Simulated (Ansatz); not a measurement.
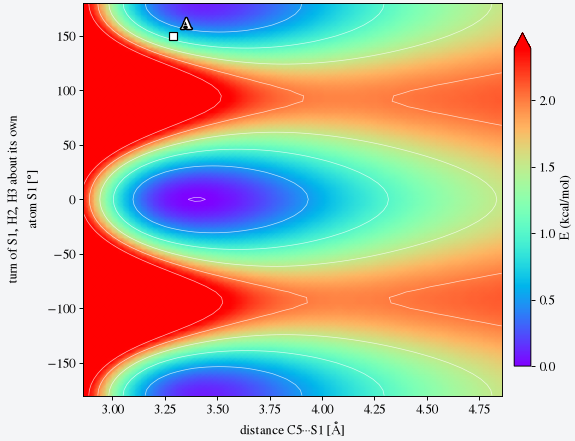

The pair H₂S···CO₂. The turn is about an axis along (0.60, −0.77, 0.22) in the frame of the relaxed pair, normal to the line between the partners. First axis: distance C5···S1. Second axis: turn of S1, H2, H3 about its own atom S1. The scan uses a 13 × 12 grid. Points are written as (first, second). All energies are given in kcal/mol relative to the lowest grid point. The calculation used RKS PBE0-D4/def2-SVPD in Ansatz 0.2.0.

The picture shows a smooth colour map with a few white contour lines, one colour for all values above the top of the scale, the point A. Between grid points the surface is interpolated.

### Is A at rest? If not, where is it pushed?

A, at (3.288 Å, 150°), is not a stationary point. The computed force is 2.2 kcal/mol for each Å towards larger values of distance C5···S1 and 0.044 kcal/mol for each degree towards larger values of the second coordinate.
